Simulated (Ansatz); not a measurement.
Nudged elastic band of CH6AlFO2 (part 2 of 2)

The same run, continued: CH6AlFO2; RKS B3LYP/def2-SVP (Ansatz 0.2.0). It belongs to a series of runs on one base structure; here: band between the two ends.

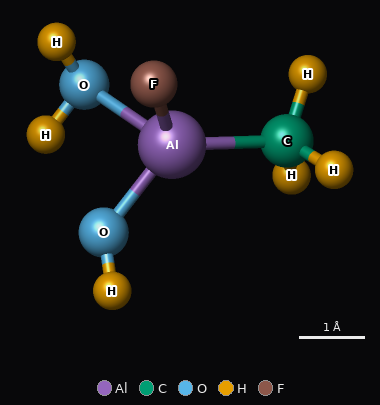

*The structure as given in the input (ball-and-stick view, seen at a tilt). Sticks mark near contacts.*

**The last band as extended XYZ, continued**
```
11
Properties=species:S:1:pos:R:3:forces:R:3 image=6 energy=-14540.20138
Al   -0.5724   -0.7910    0.6055   -0.0256  -0.0322   0.0350
C     0.6472    1.2604   -0.7478    0.0055   0.0274  -0.0135
O    -1.1632   -1.5769   -0.7744    0.0363  -0.0365   0.0129
O     0.8552   -1.3861    1.2955    0.0436   0.0055  -0.0067
H    -0.0918    1.3497    0.0680    0.0368   0.0201  -0.0126
F    -1.5124    0.3212    1.4346   -0.0366  -0.0772   0.0458
H     0.6455    2.2391   -1.2463    0.0377   0.0139  -0.0591
H     1.6442    1.0407   -0.3452   -0.0055   0.0078   0.0042
H     0.3566    0.4963   -1.4850   -0.0274  -0.0226   0.0323
H    -2.0639   -1.8724   -0.9181   -0.0644   0.0591  -0.0596
H     1.2549   -1.0813    2.1131   -0.0005   0.0347   0.0213
11
Properties=species:S:1:pos:R:3:forces:R:3 image=7 energy=-14540.24580
Al   -0.5577   -0.9173    0.7460    0.0019   0.0031  -0.0055
C     0.6104    1.2995   -0.8360   -0.0002  -0.0052  -0.0050
O    -1.1631   -1.6513   -0.6575   -0.0009   0.0013  -0.0032
O     0.8653   -1.5429    1.4146   -0.0064   0.0077   0.0009
H     0.0745    1.4949    0.1064   -0.0039  -0.0017   0.0011
F    -1.4399    0.2407    1.5650   -0.0001   0.0021  -0.0033
H     0.2812    2.0468   -1.5721    0.0099   0.0116   0.0115
H     1.6933    1.3810   -0.6744   -0.0002  -0.0142   0.0063
H     0.3693    0.3037   -1.2423   -0.0074   0.0057  -0.0055
H    -1.9541   -1.3633   -1.1211    0.0007  -0.0144   0.0076
H     1.2206   -1.2920    2.2712    0.0067   0.0042  -0.0048
11
Properties=species:S:1:pos:R:3:forces:R:3 image=8 energy=-14540.22600
Al   -0.5949   -0.8864    0.7160   -0.0003   0.0010   0.0000
C     0.6633    1.2729   -0.8074    0.0011   0.0000   0.0015
O    -1.3452   -1.5878   -0.6288   -0.0002   0.0003  -0.0015
O     0.8711   -1.5491    1.2425   -0.0008  -0.0018  -0.0035
H    -0.0613    1.3800    0.0165   -0.0023  -0.0004  -0.0014
F    -1.3853    0.2708    1.6281    0.0002   0.0001   0.0006
H     0.2072    1.6645   -1.7268    0.0003  -0.0079  -0.0015
H     1.5584    1.8557   -0.5499   -0.0024   0.0062   0.0000
H     0.9684    0.2290   -0.9767    0.0078   0.0006   0.0061
H    -2.2192   -1.3601   -0.9547   -0.0047   0.0016   0.0016
H     1.3373   -1.2896    2.0411    0.0013   0.0003  -0.0020
11
Properties=species:S:1:pos:R:3:forces:R:3 image=9 energy=-14540.25556
Al   -0.5838   -0.8815    0.6902    0.0052  -0.0054  -0.0074
C     0.6552    1.2639   -0.7650    0.0131  -0.0014  -0.0025
O    -1.4081   -1.4690   -0.6667   -0.0049  -0.0012   0.0066
O     0.8782   -1.6297    1.1152   -0.0046   0.0090   0.0019
H    -0.1468    1.5109   -0.0510   -0.0015   0.0042   0.0009
F    -1.3034    0.2343    1.7043    0.0024  -0.0008  -0.0010
H     0.2297    1.0525   -1.7545   -0.0015  -0.0025   0.0039
H     1.3333    2.1276   -0.8205   -0.0072  -0.0030   0.0029
H     1.2442    0.3972   -0.4208   -0.0050   0.0027  -0.0034
H    -2.2924   -1.1982   -0.9264    0.0042   0.0020  -0.0023
H     1.3937   -1.4083    1.8952   -0.0001  -0.0037   0.0003
```

The run was set up as follows.

**Input**
```yaml
crystal:
  periodic: [false, false, false]
  atoms:
    - { symbol: Al, position_ang: [-0.076473, 0.119986, 0.438736] }
    - { symbol: C, position_ang: [1.069493, 1.139801, -0.763078] }
    - { symbol: O, position_ang: [-1.540551, -0.858997, -0.501894] }
    - { symbol: O, position_ang: [0.340003, -1.457759, 1.051082] }
    - { symbol: H, position_ang: [-2.385255, -0.583707, -0.108417] }
    - { symbol: F, position_ang: [-1.127775, 0.999745, 1.43101] }
    - { symbol: H, position_ang: [0.483312, 1.857293, -1.363653] }
    - { symbol: H, position_ang: [1.808782, 1.732527, -0.195357] }
    - { symbol: H, position_ang: [1.632874, 0.499651, -1.463193] }
    - { symbol: H, position_ang: [-1.307471, -1.719556, -0.090001] }
    - { symbol: H, position_ang: [1.102959, -1.729185, 1.564665] }
basis:
  gaussian: { orbitals: def2-SVP }
hamiltonian:
  xc: b3lyp
neb:
  order_check: false
  images: 8
  f_tol: 0.05
  max_iterations: 60
  climbing: false
  final_atoms:
    - { symbol: Al, position_ang: [-0.583804, -0.88147444, 0.69018649] }
    - { symbol: C, position_ang: [0.65522409, 1.26392792, -0.76497299] }
    - { symbol: O, position_ang: [-1.40808822, -1.46897323, -0.66675013] }
    - { symbol: O, position_ang: [0.87824638, -1.62969165, 1.11518248] }
    - { symbol: H, position_ang: [-0.14681519, 1.51094552, -0.05098273] }
    - { symbol: F, position_ang: [-1.30338465, 0.2342966, 1.70426442] }
    - { symbol: H, position_ang: [0.22972952, 1.05247495, -1.75452601] }
    - { symbol: H, position_ang: [1.33325995, 2.12759319, -0.82051465] }
    - { symbol: H, position_ang: [1.24419986, 0.39723692, -0.42084863] }
    - { symbol: H, position_ang: [-2.29241333, -1.19820946, -0.92638291] }
    - { symbol: H, position_ang: [1.39374359, -1.40832731, 1.89524464] }
  initial_path:
    images:
      - { positions_ang: [[-0.076473, 0.119986, 0.438736], [1.069493, 1.139801, -0.763078], [-1.540551, -0.858997, -0.501894], [0.340003, -1.457759, 1.051082], [-2.385255, -0.583707, -0.108417], [-1.127775, 0.999745, 1.43101], [0.483312, 1.857293, -1.363653], [1.808782, 1.732527, -0.195357], [1.632874, 0.499651, -1.463193], [-1.307471, -1.719556, -0.090001], [1.102959, -1.729185, 1.564665]] }
      - { positions_ang: [[-0.13235565, -0.06303225, 0.42005415], [0.97110839, 1.13118384, -0.74476824], [-1.51008894, -0.97298041, -0.54001052], [0.42349316, -1.4523925, 1.12359026], [-1.92667093, -0.22002672, -0.00754695], [-1.13095614, 1.00672147, 1.38793812], [0.39028817, 1.81754631, -1.37417789], [1.70650023, 1.73606653, -0.19400266], [1.54070114, 0.47316653, -1.41725925], [-1.4766591, -1.7374436, -0.33387079], [1.14453767, -1.7190102, 1.67995376]] }
      - { positions_ang: [[-0.18823831, -0.24605051, 0.40137231], [0.87272378, 1.12256669, -0.72645849], [-1.47962689, -1.08696383, -0.57812705], [0.50698333, -1.44702599, 1.19609852], [-1.46808685, 0.14365355, 0.0933231], [-1.13413729, 1.01369794, 1.34486624], [0.29726434, 1.77779963, -1.38470278], [1.60421847, 1.73960607, -0.19264831], [1.44852828, 0.44668207, -1.37132549], [-1.64584719, -1.7553312, -0.57774058], [1.18611634, -1.70883541, 1.79524253]] }
      - { positions_ang: [[-0.24412096, -0.42906876, 0.38269046], [0.77433917, 1.11394953, -0.70814873], [-1.44916483, -1.20094724, -0.61624357], [0.59047349, -1.44165949, 1.26860679], [-1.00950278, 0.50733383, 0.19419315], [-1.13731843, 1.02067441, 1.30179437], [0.20424051, 1.73805294, -1.39522767], [1.5019367, 1.7431456, -0.19129397], [1.35635542, 0.4201976, -1.32539174], [-1.81503529, -1.7732188, -0.82161038], [1.22769501, -1.69866061, 1.91053129]] }
      - { positions_ang: [[-0.30000361, -0.61208702, 0.36400861], [0.67595456, 1.10533237, -0.68983898], [-1.41870278, -1.31493065, -0.65436009], [0.67396366, -1.43629299, 1.34111505], [-0.55091871, 0.8710141, 0.2950632], [-1.14049958, 1.02765087, 1.25872249], [0.11121668, 1.69830625, -1.40575256], [1.39965494, 1.74668513, -0.18993962], [1.26418256, 0.39371313, -1.27945799], [-1.98422338, -1.79110639, -1.06548017], [1.26927367, -1.68848581, 2.02582006]] }
      - { positions_ang: [[-0.35637372, -0.7233604, 0.39194756], [0.62992468, 1.11912425, -0.69004953], [-1.40398469, -1.38270579, -0.67267744], [0.73376848, -1.45539661, 1.34823732], [-0.30220317, 1.10375327, 0.30144479], [-1.16001176, 0.94260105, 1.28908409], [0.08304084, 1.60888203, -1.44918289], [1.34681915, 1.79058138, -0.25940158], [1.22099654, 0.38233379, -1.16364195], [-2.09366142, -1.733179, -1.15841149], [1.30158307, -1.65283496, 2.06255113]] }
      - { positions_ang: [[-0.41323129, -0.76288891, 0.46650729], [0.63624953, 1.15532517, -0.7087804], [-1.40501057, -1.40427265, -0.67119561], [0.76988795, -1.49897037, 1.28997361], [-0.26335617, 1.20555133, 0.21333791], [-1.19585498, 0.76552494, 1.39287917], [0.11971301, 1.46978026, -1.52551867], [1.34342935, 1.87483433, -0.39967985], [1.22679737, 0.38605957, -0.97794362], [-2.1433494, -1.59943662, -1.10040435], [1.3246232, -1.59170805, 2.02072451]] }
      - { positions_ang: [[-0.47008886, -0.80241742, 0.54106702], [0.64257439, 1.19152609, -0.72751126], [-1.40603645, -1.42583951, -0.66971378], [0.80600743, -1.54254413, 1.2317099], [-0.22450918, 1.30734939, 0.12523103], [-1.2316982, 0.58844883, 1.49667425], [0.15638518, 1.33067849, -1.60185445], [1.34003955, 1.95908728, -0.53995812], [1.2325982, 0.38978536, -0.79224529], [-2.19303738, -1.46569423, -1.0423972], [1.34766333, -1.53058114, 1.97889789]] }
      - { positions_ang: [[-0.52694643, -0.84194593, 0.61562676], [0.64889924, 1.227727, -0.74624213], [-1.40706233, -1.44740637, -0.66823195], [0.8421269, -1.58611789, 1.17344619], [-0.18566218, 1.40914745, 0.03712415], [-1.26754142, 0.41137271, 1.60046934], [0.19305735, 1.19157672, -1.67819023], [1.33664975, 2.04334024, -0.68023638], [1.23839903, 0.39351114, -0.60654696], [-2.24272535, -1.33195185, -0.98439006], [1.37070346, -1.46945423, 1.93707127]] }
      - { positions_ang: [[-0.583804, -0.88147444, 0.69018649], [0.65522409, 1.26392792, -0.76497299], [-1.40808822, -1.46897323, -0.66675013], [0.87824638, -1.62969165, 1.11518248], [-0.14681519, 1.51094552, -0.05098273], [-1.30338465, 0.2342966, 1.70426442], [0.22972952, 1.05247495, -1.75452601], [1.33325995, 2.12759319, -0.82051465], [1.24419986, 0.39723692, -0.42084863], [-2.29241333, -1.19820946, -0.92638291], [1.39374359, -1.40832731, 1.89524464]] }
```

Launched with:
```bash
ansatz run input.yaml --threads 2 --pin off --max-ram 3072MiB --backend cpu --events-out ev --progress --plain --runs-dir out
```

**Summary**

```csv
quantity,value
outcome,converged
"barrier, forward",1.359 eV
"barrier, backward",1.707 eV
hardware,"2 threads of Arm Neoverse V1, 24 GiB of memory available, shared host"
wall time,8.6 min (CPU time 16 min)
peak memory,0.24 GiB
```

**Notes**

The order of the saddle point was not checked.
